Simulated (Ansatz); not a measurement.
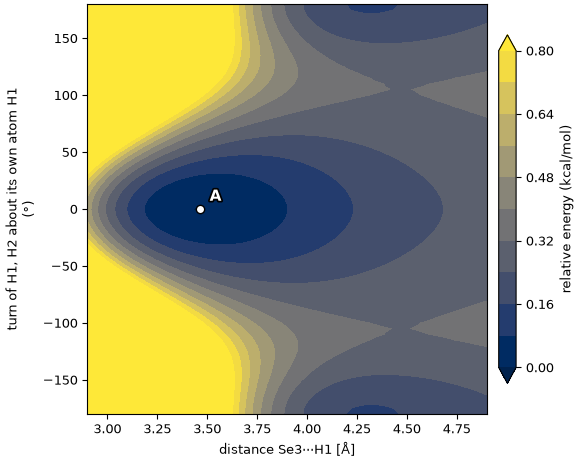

The pair H₂···H₂Se. The turn is about an axis along (0.31, −0.94, 0.11) in the frame of the relaxed pair, normal to the line between the partners. Coordinates scanned: (1) distance Se3···H1; (2) turn of H1, H2 about its own atom H1. The grid has 13 × 12 points. Points are written as (first, second). All energies are given in kcal/mol relative to the lowest grid point. The calculation used Ansatz 0.2.0, RKS r2SCAN0-D4/def2-TZVPD.

The picture shows filled contours, one colour for all values above the top of the scale, the point A. Between grid points the surface is interpolated.

### What is the easiest way out of the well at A, and how high is the barrier?

The easiest path leads from the well at (3.487 Å, 0°) to the well at about (4.31 Å, −180°), about 0.15 kcal/mol higher (on a rigid scan; wells that are mirror images or exchange like atoms can differ by this much). Its highest point lies about 0.32 kcal/mol above the bottom of the first well on the interpolated surface, at about (4.48 Å, 100°). Seen from the upper well the barrier is about 0.17 kcal/mol. This is the barrier on the constrained surface; relaxing the other coordinates would change it.

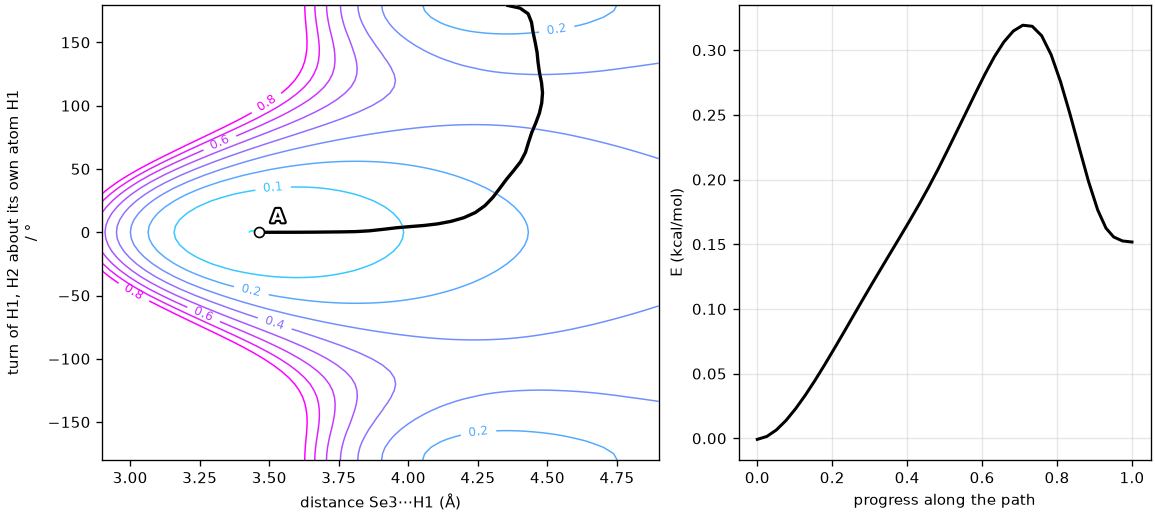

Drawn: contour lines labelled in kcal/mol (none above 0.8), a line along the lowest path, the energy along the path at the right. Between grid points the surface is interpolated.
